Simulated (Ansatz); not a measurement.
# doublet CH6AlN+: levels of theory compared

Aim: a comparison of 6 runs (UHF/STO-3G, U-r2SCAN/def2-SVPD, U-revPBE/def2-SVPD, UPBE/def2-SVPD, UCCSD/def2-SVPD, UCCSD(T)/def2-SVPD) of doublet CH6AlN+. 

Program for the calculation: Ansatz 0.2.0.

35 further runs of the same task are left out: 35 set aside as unsound or not needed. Runs told in other sessions of the task aren't counted.

## (1) Starting point

CH6AlN+: 9 atoms, total charge +1, spin state doublet. SMILES of the parent species: `C[NH][AlH2]`. Geometry: relaxed at PBE0-D4/def2-TZVP. That shape belongs to the parent species and isn't relaxed for this state.

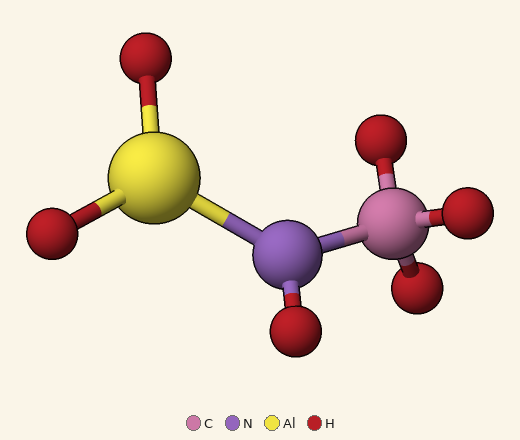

The structure, seen from a chosen angle (carbon pink, nitrogen purple, aluminium yellow, hydrogen red).

## (2) A single-point energy at UHF/STO-3G (run 1)

Input file molecule.yaml:

```yaml
crystal:
  periodic: [false, false, false]
  atoms:
    - symbol: C
      position_ang: [-0.384500, 0.934700, -0.771700]
    - symbol: "N"
      position_ang: [0.340000, -0.253200, -0.374200]
    - symbol: Al
      position_ang: [0.335300, -1.074400, 1.190900]
    - symbol: H
      position_ang: [-1.074800, 0.743900, -1.602200]
    - symbol: H
      position_ang: [0.284400, 1.748600, -1.076000]
    - symbol: H
      position_ang: [-0.981000, 1.302600, 0.066800]
    - symbol: H
      position_ang: [0.905500, -0.619100, -1.126300]
    - symbol: H
      position_ang: [1.234400, -2.369900, 1.339700]
    - symbol: H
      position_ang: [-0.570900, -0.459500, 2.335900]
basis:
  gaussian:
    orbitals: STO-3G
magnetization:
  spin_polarized: true
  initial_magnetization: 1
output: {orbitals: {seedname: orbitals}}
total_charge: 1
accuracy: high
hamiltonian:
  xc: hf
```

Started as:

```bash
ansatz run molecule.yaml --threads 1 --pin off --max-ram 2610MiB --events-out events.jsonl --progress --plain --runs-dir runs
```

Output:

```text
Warning: RAYON_NUM_THREADS=1 ignored (pool sized by the plan → 1); use --threads N
Functional definition: HF
  name "HF"
  exchange = exact_x
  correlation = 0
477 factors; integrals over basis functions are off by at most 2.9e-9 eV
mean field evaluation 1: about -9066.9803 eV, gradient 2.2e1 eV
mean field evaluation 2: about -9067.0899 eV, gradient 2.2e1 eV
mean field evaluation 4: about -9073.5866 eV, gradient 1.2e1 eV
mean field evaluation 8: about -9074.7246 eV, gradient 1.7e-1 eV
mean field evaluation 16: about -9074.7233 eV, gradient 1.8e-8 eV
mean field -9074.72334891 eV, -333.4899320042 hartree, gradient 1.8e-8 eV, S^2 0.760887; 0 other end points of the search recorded, 0 dependent functions left out
reference -9074.72334891 eV, -333.4899320042 hartree; 16, 15 occupied and 9, 10 virtual orbitals, 477 factors
Total energy: -9074.72334891 eV, -333.4899320042 hartree
```

Wall time 0.22 s (1 thread of Arm Neoverse V2, shared host).

## (3) A single-point energy at U-r2SCAN/def2-SVPD (run 2)

Input file job.yaml:

```yaml
crystal:
  periodic: [false, false, false]
  atoms:
    - {symbol: C, position_ang: [-0.384500, 0.934700, -0.771700]}
    - {symbol: N, position_ang: [0.340000, -0.253200, -0.374200]}
    - {symbol: Al, position_ang: [0.335300, -1.074400, 1.190900]}
    - {symbol: H, position_ang: [-1.074800, 0.743900, -1.602200]}
    - {symbol: H, position_ang: [0.284400, 1.748600, -1.076000]}
    - {symbol: H, position_ang: [-0.981000, 1.302600, 0.066800]}
    - {symbol: H, position_ang: [0.905500, -0.619100, -1.126300]}
    - {symbol: H, position_ang: [1.234400, -2.369900, 1.339700]}
    - {symbol: H, position_ang: [-0.570900, -0.459500, 2.335900]}
basis:
  gaussian: {orbitals: def2-SVPD}
total_charge: 1
magnetization: {spin_polarized: true, initial_magnetization: 1}
hamiltonian: {xc: r2scan}
accuracy: high
output: {orbitals: {seedname: orbitals}}
```

Started as:

```bash
ansatz run job.yaml --threads 1 --pin off --max-ram 2610MiB --events-out events.jsonl --progress --plain --runs-dir runs
```

Output:

```text
Warning: RAYON_NUM_THREADS=1 ignored (pool sized by the plan → 1); use --threads N
Functional definition: r2SCAN
  name "r2SCAN"
  parameter k0 = 0.174
  parameter k1 = 0.065
  parameter a1 = 4.9479
  exchange = r2scan_x(k0 = k0, k1 = k1, a1 = a1)
  correlation = r2scan_c
2300 factors; integrals over basis functions are off by at most 3.7e-9 eV
mean field evaluation 1: about -9185.9485 eV, gradient 6.4e1 eV
mean field evaluation 2: about -9020.4593 eV, gradient 1.4e2 eV
mean field evaluation 4: about -9202.5784 eV, gradient 2.6e1 eV
mean field evaluation 8: about -9206.8302 eV, gradient 1.0e0 eV
mean field evaluation 16: about -9206.8380 eV, gradient 2.5e-4 eV
mean field evaluation 32: about -9206.7133 eV, gradient 1.5e0 eV
mean field -9206.83795479 eV, -338.3450542197 hartree, gradient 4.3e-8 eV, S^2 0.755696; 4 other end points of the search recorded, 0 dependent functions left out
reference -9206.83795932 eV, -338.3450543861 hartree; 16, 15 occupied and 96, 97 virtual orbitals, 2300 factors
Total energy: -9206.83795932 eV, -338.3450543861 hartree
```

Wall time 34 s (1 thread of Arm Neoverse V2, shared host); peak memory 0.55 GiB.

Runs 3 to 5 aren't shown in full; the table further down has their settings and results.

## (4) A single-point energy at UCCSD(T)/def2-SVPD (run 6)

Input file in.yaml:

```yaml
crystal:
  periodic: [false, false, false]
  atoms:
    - {symbol: C, position_ang: [-0.384500, 0.934700, -0.771700]}
    - {symbol: N, position_ang: [0.340000, -0.253200, -0.374200]}
    - {symbol: Al, position_ang: [0.335300, -1.074400, 1.190900]}
    - {symbol: H, position_ang: [-1.074800, 0.743900, -1.602200]}
    - {symbol: H, position_ang: [0.284400, 1.748600, -1.076000]}
    - {symbol: H, position_ang: [-0.981000, 1.302600, 0.066800]}
    - {symbol: H, position_ang: [0.905500, -0.619100, -1.126300]}
    - {symbol: H, position_ang: [1.234400, -2.369900, 1.339700]}
    - {symbol: H, position_ang: [-0.570900, -0.459500, 2.335900]}
basis:
  gaussian: {orbitals: def2-SVPD}
scf: {omitted_lower_state_checks: [cluster_reference, increment]}
accuracy: high
correlation: {method: ccsd_t, frozen_orbitals: {Al: 5, C: 1, H: 0, "N": 1}}
magnetization: {spin_polarized: true, initial_magnetization: 1}
total_charge: 1
```

Started as:

```bash
ansatz run in.yaml --threads 1 --pin off --max-ram 2610MiB --events-out events.jsonl --progress --plain --runs-dir runs
```

Output:

```text
Warning: RAYON_NUM_THREADS=1 ignored (pool sized by the plan → 1); use --threads N
[... 13 lines left out ...]
7 core orbitals not correlated: weight in the atoms' cores, before any rotation towards them, 1.000 or more for the frozen orbitals, at most 0.000 for the correlated occupied ones
[... 29 lines left out ...]
Total energy: -9190.03441030 eV, -337.7275353496 hartree
Checks for a lower state left out: cluster_reference, increment
```

Wall time 2 min (1 thread of Arm Neoverse V2, shared host); peak memory 2 GiB.

## (5) All runs side by side

```csv
run,level,frozen core orbitals,energy (Eh),HOMO energy (eV),LUMO energy (eV),⟨S²⟩,wall time
1,UHF/STO-3G,–,-333.489932,-14.95,-2.57,0.761,0.22 s
2,U-r2SCAN/def2-SVPD,–,-338.345054,-12.41,-12.08,0.756,34 s
3,U-revPBE/def2-SVPD,–,-338.349940,-12.34,-12.29,0.754,28 s
4,UPBE/def2-SVPD,–,-338.161197,-12.38,-12.34,0.754,27 s
5,UCCSD/def2-SVPD,7,-337.717088,–,–,0.761,83 s
6,UCCSD(T)/def2-SVPD,7,-337.727535,–,–,0.761,2 min
```

## (6) Results

| quantity | value |
| --- | --- |
| run 6: total energy | -337.72754 Eh |
| run 6: correlation energy (7 core orbitals frozen) | -413.6 mEh |
| run 6: (T) correction | -10.45 mEh |
| run 6: ⟨S²⟩ of the reference determinant | 0.761 |
| run 6: T1 diagnostic | 0.019 |

In words: Totals of different functionals can't be ranked against each other. In run 1 the basis is minimal, so the values are rough. All runs together took 4.9 min, the longest 2 min.
